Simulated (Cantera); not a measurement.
Input: 1 mol MgO, a varied amount of F2, 18 mol O2, held at 950 K and 1330 Pa.

These are equilibrium values from Cantera (NASA tables, ideal gas, pure condensed phases), not measurements of a reactor. Candidate condensed phases: Mg, MgF2, MgO; 14 gas species. Rates play no part.

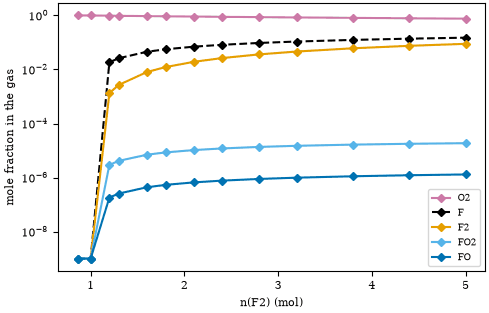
Equilibrium gas composition (values under 1e-9 drawn at 1e-9)

Task: Read off the mole fractions at 2.4 mol F2.

Result: O2 about 0.89, F about 0.082, F2 about 0.026, FO2 about 1.2e-5, FO about 7.7e-7.
